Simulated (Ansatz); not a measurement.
ClHOZn···F (doublet)

Input

```
crystal:
  periodic: [false, false, false]
  atoms:
    - { symbol: Zn, position_ang: [0.014403, -0.051878, -0.05902] }
    - { symbol: Cl, position_ang: [0.000755, -0.00272, 2.139957] }
    - { symbol: O, position_ang: [0.007857, -0.0283, -1.832024] }
    - { symbol: H, position_ang: [0.240548, -0.866428, -2.227949] }
    - { symbol: F, position_ang: [-0.008864, 0.031926, 4.841936] }
magnetization:
  spin_polarized: true
  initial_magnetization: 1
basis:
  gaussian: { orbitals: def2-mTZVP }
hamiltonian:
  xc: { name: BHLYP }
  dispersion: d4
relax:
  f_tol: 0.03
  max_steps: 50
output:
  orbitals: {}
```

Launched as:

```sh
ansatz run input.yaml --threads 4 --pin off --max-ram 5120MiB --backend cpu --events-out ev --progress --plain --runs-dir out
```

The fields are those of the run's last geometry, not of the input's.

Level of theory: UKS BHLYP-D4/def2-mTZVP in Ansatz.

Q: What will maps of the electron density, electron localisation function and spin density show?

A: Cl2···F5 (2.84 Å): the density falls to about 0.07 e/Å³ on the way; the ELF dips to about 0 between them (a non-bonded, intermolecular contact).
Zn–O (1.77 Å): ρ is about 0.9 e/Å³ halfway; the ELF peaks at about 0.85 in the valence shell of O, 0.6 Å from its nucleus, and is about 0.20 at the midpoint.
Zn–Cl (2.11 Å): ρ at the midpoint is about 0.72 e/Å³; the ELF peaks at about 0.80 in the valence shell of Cl, 0.9 Å from its nucleus, and is about 0.45 at the midpoint.
O–H (0.95 Å): the density is about 3.7 e/Å³ at the midpoint; the ELF climbs to about 1 towards the hydrogen, as it does in any bond to H; an ordinary covalent bond to hydrogen.
The unpaired spin (1 electron) lies mostly on F5 (about 1.0), in electrons by Hirshfeld's partition.

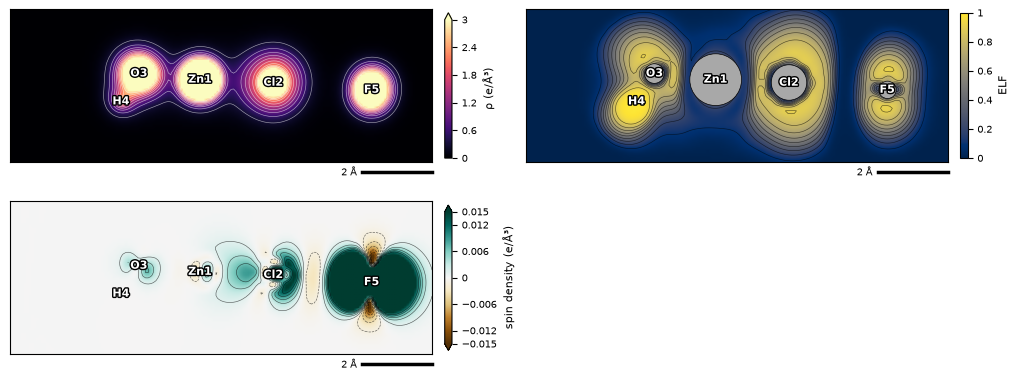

Computed electron density, electron localisation function and spin density on the molecular plane, in this order. Grey discs cover the atomic cores in the ELF map. 
